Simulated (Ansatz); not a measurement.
# UPBE/def2-TZVP run of N2H3 (hydrazinyl radical)

What is the vertical ionisation energy of N2H3 (hydrazinyl radical) at UPBE/def2-TZVP? 

The calculation is run with Ansatz 0.2.0.

28 further runs of the same task are left out: 28 set aside as unsound or not needed.

**1. The structure to begin with**

N2H3 has 5 atoms, charge 0, and is taken as a doublet. As SMILES, `[NH]N`. The shape is that of a PBE0-D4/def2-TZVP optimisation. This is one conformer, not always the lowest.

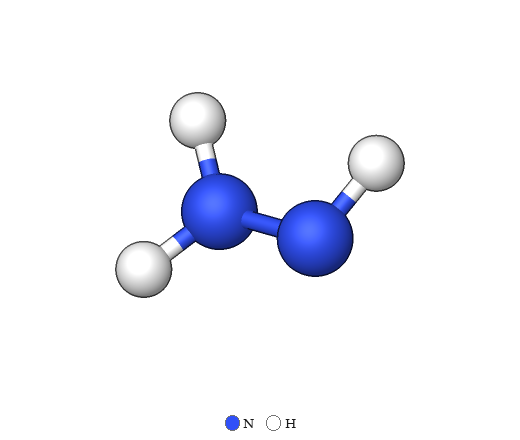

Viewed from a chosen angle; nitrogen blue, hydrogen white.

**2. The energy at UPBE/def2-TZVP**

File molecule.yaml:

```yaml
crystal:
  periodic: [false, false, false]
  atoms:
    - {symbol: N, position_ang: [-0.187600, -0.818050, 0.454040]}
    - {symbol: "N", position_ang: [-0.128660, 0.235610, -0.368450]}
    - {symbol: H, position_ang: [0.759840, -0.951450, 0.811270]}
    - {symbol: H, position_ang: [-1.030950, 0.592300, -0.640030]}
    - {symbol: H, position_ang: [0.587360, 0.941580, -0.256830]}
basis:
  gaussian:
    orbitals: def2-TZVP
magnetization:
  spin_polarized: true
  initial_magnetization: 1
hamiltonian:
  xc: {name: PBE}
accuracy: high
output:
  orbitals: {seedname: orbitals}
```

Launch:

```
$ ansatz run molecule.yaml --threads 1 --pin off --max-ram 3480MiB --events-out events.jsonl --progress --plain --runs-dir runs
```

What it wrote:

```text
Warning: RAYON_NUM_THREADS=1 ignored (pool sized by the plan → 1); use --threads N
Functional definition: PBE
  name "PBE"
  parameter kappa = 0.804
  parameter beta = 0.06672455060314922
  exchange = pbe_x(kappa = kappa, mu = beta*pi^2/3)
  correlation = pbe_c(beta = beta)
1425 factors; integrals over basis functions are off by at most 3.0e-9 eV
mean field evaluation 1: about -3018.0823 eV, gradient 4.0e1 eV
mean field evaluation 2: about -2997.8940 eV, gradient 7.1e1 eV
mean field evaluation 4: about -3024.0811 eV, gradient 1.0e1 eV
mean field evaluation 8: about -3024.4741 eV, gradient 6.9e-2 eV
mean field evaluation 16: about -3024.4742 eV, gradient 2.7e-5 eV
mean field -3024.47416664 eV, -111.1473755620 hartree, gradient 2.2e-8 eV, S^2 0.752482; 0 other end points of the search recorded, 0 dependent functions left out
reference -3024.47416939 eV, -111.1473756630 hartree; 9, 8 occupied and 71, 72 virtual orbitals, 1425 factors
Total energy: -3024.47416939 eV, -111.1473756630 hartree
```

Wall time 3.9 s (1 thread of Arm Neoverse V1, shared host); peak memory 0.18 GiB.

**3. The singlet cation, same level**

File job.yaml:

```yaml
crystal:
  periodic: [false, false, false]
  atoms:
    - symbol: N
      position_ang: [-0.187600, -0.818050, 0.454040]
    - symbol: N
      position_ang: [-0.128660, 0.235610, -0.368450]
    - symbol: H
      position_ang: [0.759840, -0.951450, 0.811270]
    - symbol: H
      position_ang: [-1.030950, 0.592300, -0.640030]
    - symbol: H
      position_ang: [0.587360, 0.941580, -0.256830]
basis:
  gaussian:
    orbitals: def2-TZVP
total_charge: 1
hamiltonian:
  xc: pbe
accuracy: high
output: {orbitals: {seedname: orbitals}}
```

Launch:

```
$ ansatz run job.yaml --threads 1 --pin off --max-ram 3480MiB --events-out events.jsonl --progress --plain --runs-dir runs
```

What it wrote:

```text
Warning: RAYON_NUM_THREADS=1 ignored (pool sized by the plan → 1); use --threads N
Functional definition: PBE
  name "PBE"
  parameter kappa = 0.804
  parameter beta = 0.06672455060314922
  exchange = pbe_x(kappa = kappa, mu = beta*pi^2/3)
  correlation = pbe_c(beta = beta)
1425 factors; integrals over basis functions are off by at most 3.0e-9 eV
mean field evaluation 1: about -3007.0059 eV, gradient 7.0e1 eV
mean field evaluation 2: about -2997.9313 eV, gradient 9.1e1 eV
mean field evaluation 4: about -3016.1408 eV, gradient 8.3e0 eV
mean field evaluation 8: about -3016.2748 eV, gradient 9.7e-2 eV
mean field evaluation 16: about -3016.2749 eV, gradient 5.4e-7 eV
mean field -3016.27486130 eV, -110.8460566483 hartree, gradient 3.5e-8 eV, S^2 0.000000; 0 other end points of the search recorded, 0 dependent functions left out
reference -3016.27486377 eV, -110.8460567390 hartree; 8, 8 occupied and 72, 72 virtual orbitals, 1425 factors
Total energy: -3016.27486377 eV, -110.8460567390 hartree
```

It took 2.5 s on 1 thread of Arm Neoverse V1, shared host; peak memory 0.15 GiB.

**4. Outcome**

At UPBE/def2-TZVP:

| quantity | value |
| --- | --- |
| doublet N2H3: total energy | -111.14738 Eh |
| doublet N2H3: HOMO energy (highest over α and β) | -3.76 eV |
| doublet N2H3: LUMO energy (lowest over α and β) | -2.02 eV |
| doublet N2H3: ⟨S²⟩ | 0.752 |
| singlet cation: total energy | -110.84606 Eh |
| singlet cation: HOMO energy | -15.75 eV |
| singlet cation: LUMO energy | -12.70 eV |
| singlet cation: HOMO–LUMO gap | 3.05 eV |
| vertical ionisation energy (to the singlet cation) | 8.199 eV |

The vertical ionisation energy comes to 8.20 eV (791 kJ/mol). Only the singlet of the ionised species was computed; a triplet could lie lower.
